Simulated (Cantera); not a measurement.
Charge: 1 mol SiF₄, a varied amount of O₂, 1.2 mol H₂, at 1000 °C and 1.00 Torr.

Method: chemical equilibrium by Gibbs-energy minimisation in Cantera with the NASA 1993 tables (ideal gas, pure condensed phases). Candidate condensed phases: H₂O, Si, SiO₂; 38 gas species. The tables' values for SiF₃ are old estimates; treat these amounts as uncertain. The tables hold silica as quartz up to 1696 K and as liquid above; real silica turns to tridymite and cristobalite and melts near 1996 K. The numbers say what is thermodynamically allowed, not how fast it happens.

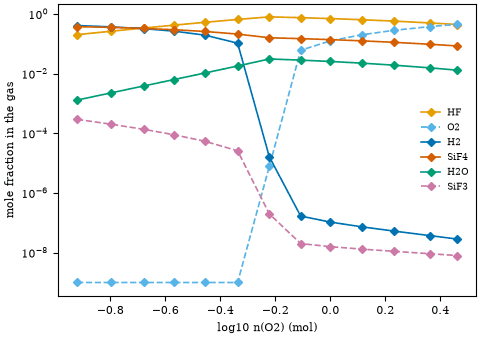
Equilibrium gas composition (values under 1e-9 drawn at 1e-9)

From 0.12 mol O₂ to 2.9 mol O₂ the condensed part is SiO₂(β-quartz). The main Si-bearing gas is SiF₄ throughout. The share of Si in condensed phases is highest at 2.9 mol O₂ (56.7 %) and lowest at 0.12 mol O₂ (11.8 %).
